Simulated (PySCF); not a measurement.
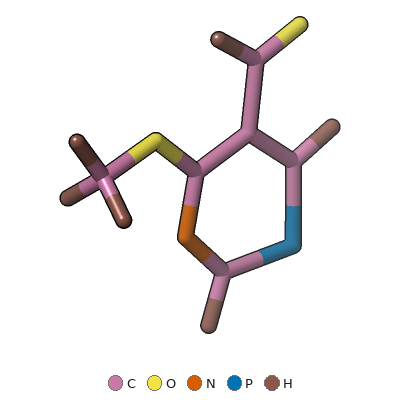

Geometry used (C₆H₆NO₂P, SMILES COc1ncpcc1C=O).

Vertical TDDFT excitations, B3LYP/def2-SVPD, PySCF, at a PBE0-D3(BJ)/def2-SVP geometry (no frequency check), gas phase.

**Predict the low-lying singlet excitations and the spectrum.**

The lowest singlet lies at 3.36 eV (369 nm, f = 0.000); the brightest of the first 10 is S8 at 5.56 eV (223 nm), f = 0.322, mainly HOMO−3 → LUMO (74 %). No singlet lies below 3.1 eV (beyond 400 nm), so at this level no vertical transition falls in the visible.


```csv
state,E (eV),λ (nm),f,main character
S1,3.36,369,0.000,HOMO−1 → LUMO (79 %)
S2,3.67,338,0.000,HOMO−2 → LUMO (79 %)
S3,3.73,333,0.098,HOMO → LUMO (93 %)
S4,4.40,282,0.004,HOMO−1 → LUMO+1 (73 %)
S5,4.75,261,0.002,HOMO−2 → LUMO+1 (74 %)
S6,4.82,257,0.156,HOMO → LUMO+1 (78 %)
S7,5.01,247,0.001,HOMO−4 → LUMO (93 %)
S8,5.56,223,0.322,HOMO−3 → LUMO (74 %)
S9/S10,5.82,213,0.018,HOMO−1/HOMO → LUMO+2
```

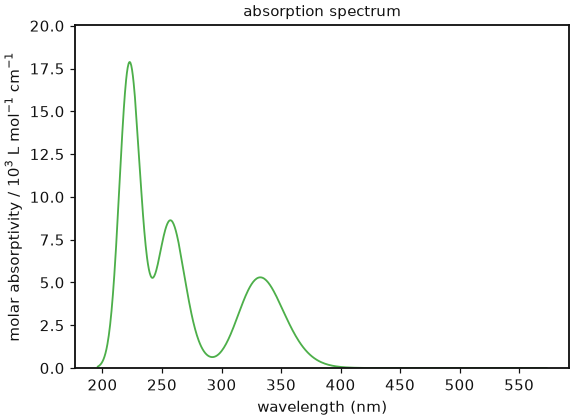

Only the first 10 singlet excitations are included; each is broadened by a Gaussian of 1/e half-width 0.30 eV. States within 0.01 eV of each other are merged, with their strengths summed.

Known limits of this run: one conformer of a flexible molecule; core orbitals are frozen in the response.
